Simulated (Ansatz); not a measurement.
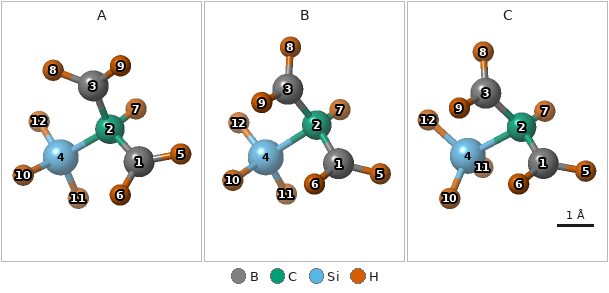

3 geometries from a converged minimum-energy path of CH8B2Si, shuffled. A ball-and-stick model, seen from a free direction.

Theory: RKS PBE/def2-SVP in Ansatz 0.2.0. Settings: 5 movable images; climbing image; force threshold 0.05 eV/Å; iteration limit 60; starting path by image-dependent pair potential.

### Which frame is the transition state?

A. In order along the path, whose images run from 0 to 6: C (image 0, 0.00 eV), B (image 1, +0.02 eV), A (image 3, +0.35 eV). The motion is a rotation about the C2–B3 bond by about 180°. No bond forms or breaks between the ends. Among the angles between lasting bonds that change up to the highest image: B3–C2–Si4 86.9° → 113.5°, B3–C2–H7 116.0° → 95.7°.

The run took 4.7 min on 2 threads of Arm Neoverse V1 (shared host), peak memory 0.13 GiB.
